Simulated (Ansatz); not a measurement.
C2H9AlOS

```json
{"atom": "C", "x (Å)": "-1.9330", "y (Å)": "0.5103", "z (Å)": "0.2060"}
{"atom": "Al", "x (Å)": "-0.1514", "y (Å)": "-0.2999", "z (Å)": "0.3526"}
{"atom": "C", "x (Å)": "1.4123", "y (Å)": "0.7332", "z (Å)": "0.9254"}
{"atom": "O", "x (Å)": "-0.0163", "y (Å)": "-2.0026", "z (Å)": "0.6039"}
{"atom": "S", "x (Å)": "0.4562", "y (Å)": "-0.5550", "z (Å)": "-2.1887"}
{"atom": "H", "x (Å)": "-2.3735", "y (Å)": "0.6708", "z (Å)": "1.1964"}
{"atom": "H", "x (Å)": "-1.8977", "y (Å)": "1.4905", "z (Å)": "-0.2812"}
{"atom": "H", "x (Å)": "-2.6358", "y (Å)": "-0.1104", "z (Å)": "-0.3588"}
{"atom": "H", "x (Å)": "2.3493", "y (Å)": "0.1930", "z (Å)": "0.7583"}
{"atom": "H", "x (Å)": "1.3605", "y (Å)": "0.9460", "z (Å)": "1.9990"}
{"atom": "H", "x (Å)": "1.4873", "y (Å)": "1.7010", "z (Å)": "0.4185"}
{"atom": "H", "x (Å)": "-0.7894", "y (Å)": "-2.5626", "z (Å)": "0.6409"}
{"atom": "H", "x (Å)": "1.5267", "y (Å)": "-1.2957", "z (Å)": "-1.8580"}
{"atom": "H", "x (Å)": "1.1919", "y (Å)": "0.5524", "z (Å)": "-2.3854"}
```

Geometry: PBE0-D4/def2-TZVP.

Computed with Ansatz, RKS PBE0-D4/def2-TZVPP.

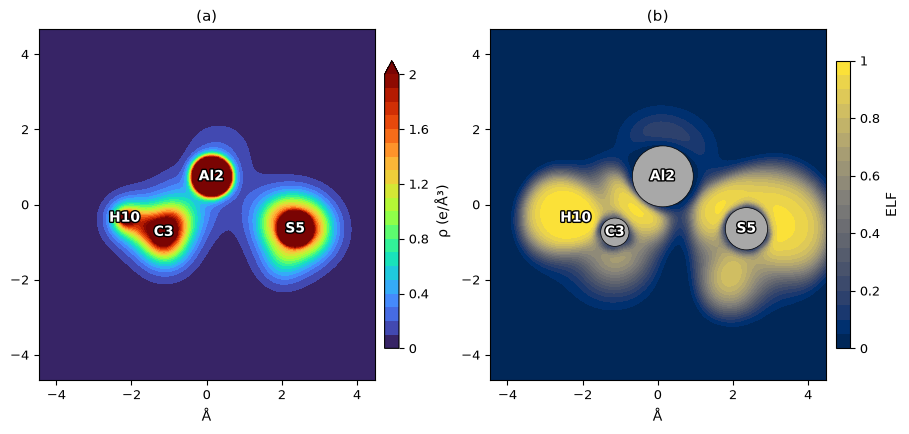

Figure 1. (a) total electron density; (b) ELF on the plane of atoms C3, Al2 and S5. Grey discs cover the atomic cores in the ELF map.

> Interpret the plot.

The plane passes through Al, C, S and H nuclei.
C–Al (1.96 Å): ρ is about 0.72 e/Å³ halfway; the ELF peaks at about 0.95 between the atoms: a shared but strongly polarised pair.
Al–S (2.63 Å): ρ at the midpoint is about 0.3 e/Å³, with its minimum of 0.18 e/Å³ about 1.0 Å from Al; the ELF peaks at about 0.95 in the valence shell of S, 0.9 Å from its nucleus, and is about 0.85 at the midpoint.
C–H (1.10 Å): ρ is about 1.9 e/Å³ halfway; the ELF climbs to about 1 towards the hydrogen, as it does in any bond to H; an ordinary covalent bond to hydrogen.
The ELF also peaks beside S5, away from the bonds: lone-pair regions.

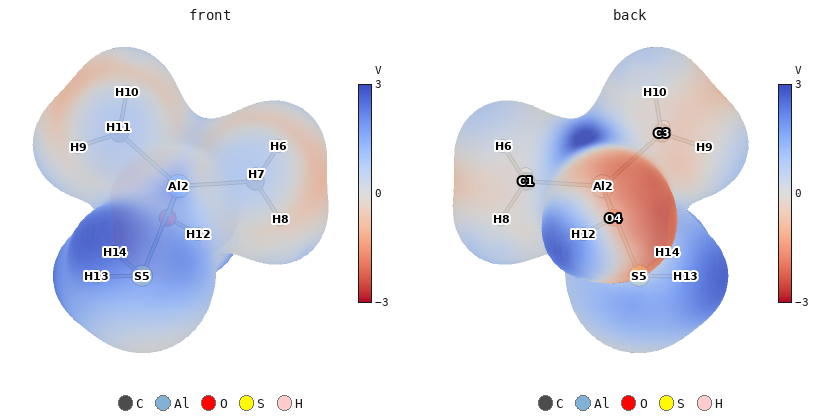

Figure 2. The electrostatic potential painted on the density surface at 0.004 e/bohr³, seen from the front and from behind; red is negative and blue positive.

> Where is the surface potential most negative and most positive?

The most negative region (about −2.2 V, or −51 kcal/mol for a unit charge) lies over O4, the most positive (about +2.7 V, or +62 kcal/mol for a unit charge) over Al2, H12 and H14. O4 is the likeliest acceptor of a hydrogen bond.

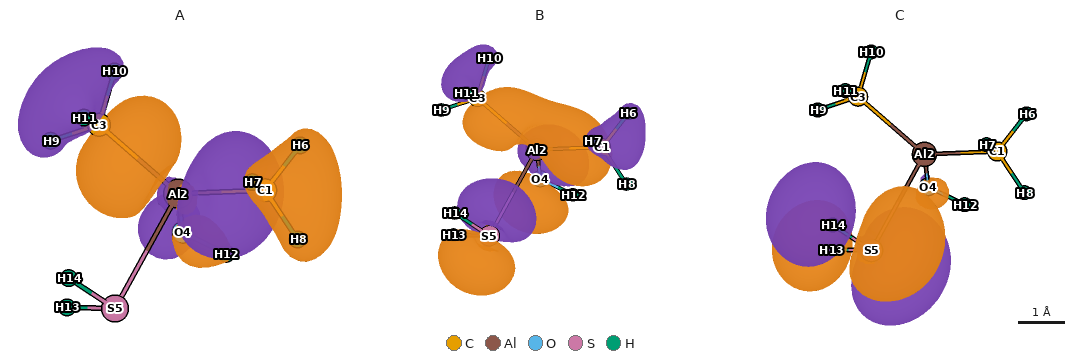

Figure 3. Three frontier orbitals at ±0.1 Å⁻³ᐟ² (orange and purple are the two phases), in no order.

> Order the three orbitals by energy and name them.

B is the HOMO−1 (−7.85 eV). It lies mainly on O4 (about 35 %), S5 (about 20 %), Al2 (about 10 %), C1 (about 10 %) and C3 (about 10 %). A is the HOMO (−7.14 eV). By Hirshfeld shares it lies mainly on C1 (about 30 %), C3 (about 30 %) and Al2 (about 20 %). C is the LUMO (−0.31 eV). By Hirshfeld shares it lies mainly on S5 (about 55 %), H14 (about 20 %) and H13 (about 15 %).

> What is the HOMO–LUMO gap?

6.83 eV between the orbital energies.
